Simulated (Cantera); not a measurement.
A closed system holds: 1 mol V, 9.7 mol NH3, 0.15 mol N2O, equilibrated at 2100 Pa.

Equilibrium computed with Cantera from the NASA thermochemical tables; the gas is ideal and each condensed phase is pure. Candidate condensed phases: H2O, V, VN, VO, V2O3, V2O4, V2O5; 28 gas species. Mutual solubility and eutectic melting of coexisting phases are not modelled. VN, VO: taken at fixed stoichiometry. Condensed phases not in the tables: the oxides between V2O3 and V2O5 other than VO2, solid solutions among these carbides, nitrides and lower oxides, V2N. The numbers say what is thermodynamically allowed, not how fast it happens.

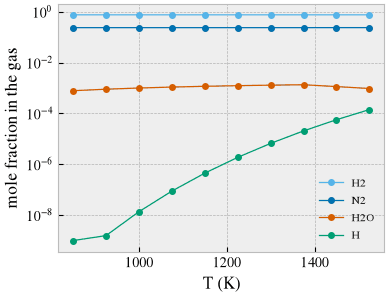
Fig. 1. Equilibrium gas composition (values under 1e-9 drawn at 1e-9)

Q: Read off the mole fractions at 1525 K.

A: H2 about 0.76, N2 about 0.24, H2O about 0.00096, H about 0.00014.
